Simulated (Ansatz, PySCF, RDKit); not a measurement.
HCl (SMILES Cl) and H4OSi (SMILES O[SiH3]) are pulled apart as rigid monomers along the line of their centres of mass, from the B3LYP-D3(BJ)/def2-TZVP minimum. Starting geometry (charge 0, multiplicity 1):
```xyz
8

Cl    -0.82229     0.45500    -0.43239
H     -0.72558    -0.38574     0.53625
O      0.32387    -0.26903     4.84791
Si     0.08864     0.24966     3.30011
H      1.06097    -0.85502     5.03494
H      1.30628     0.87079     2.72946
H     -1.02357     1.21453     3.34971
H     -0.28978    -0.88538     2.40997
```

Interaction energies with rigid monomers; basis-set methods are counterpoise corrected unless marked otherwise.

Frozen-core correlation. Rows in 6-31G* carry no dispersion term and start afresh at each structure (6-31G* with six Cartesian d functions).

The values were computed with Ansatz (a first-principles code); PySCF for 6-31G* rows; RDKit for the force fields. Each number belongs to the level named beside it.

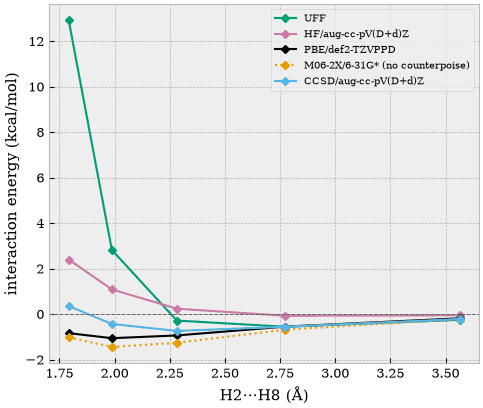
Figure. Interaction energy against separation

Problem. Which level binds most strongly at H2···H8 = 1.99, and by how much?

Solution. M06-2X/6-31G* (no counterpoise), -1.4 kcal/mol.
